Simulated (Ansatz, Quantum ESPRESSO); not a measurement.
# O on fcc sites of Rh(111): the work function of the upper face at a withheld member of a series

Method. Quantum ESPRESSO 7.5, PBE, GBRV ultrasoft. Slabs of 3 layers, covered on the upper face; adsorbates and the top layer relax in a periodic cell, the rest is held (the clean slab relaxes both outer layers); a run under open boundaries (ESM, bc1) gives both vacuum levels. Cells of one to 9 surface sites carry the coverages, on meshes of like density; cold smearing of 0.02 Ry. The slabs take the lattice constants of the bulk relaxed by the same program. The series steps the coverage.

```tsv
coverage	work function of the upper face (eV)
0 ML	5.081
0.1111 ML	5.362
0.1667 ML	5.499
0.25 ML	5.717
0.3333 ML	5.986
0.5 ML	6.183
0.6667 ML	6.603
0.75 ML	6.414
```

**Question.** What is the work function of the upper face at 1 ML?

**Worked estimate.** The rows at 0.6667 ML and 0.75 ML give a slope of (6.414 − (6.603))/(0.75 − (0.6667)) = −2.269, so a straight line gives 5.847 eV. A parabola through these and the row at 0.5 ML gives 4.251 eV.

What the calculation gave: 6.443 eV. The line misses by −0.596 and the parabola by −2.192 eV. The line does better here.

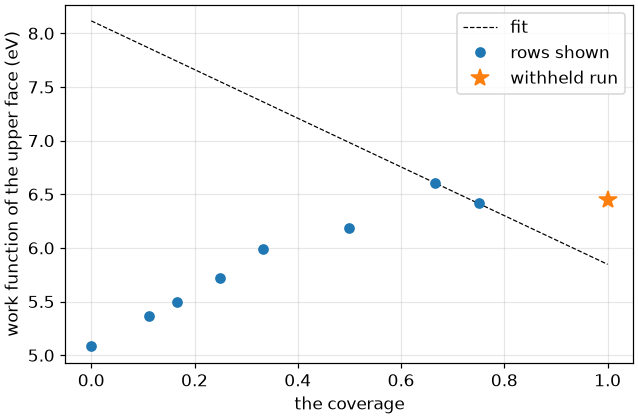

The rows shown, the fit and the withheld run.

Caveats: Thin slabs, one site and one ordered pattern a coverage; no reconstruction or subsurface sites; meshes differ a little between cells.

[Logs are printed without paths, hosts, clocks, repeated set-up lines and the standing remarks that a program may print on its own settings, such as how far it seeks lower states.]
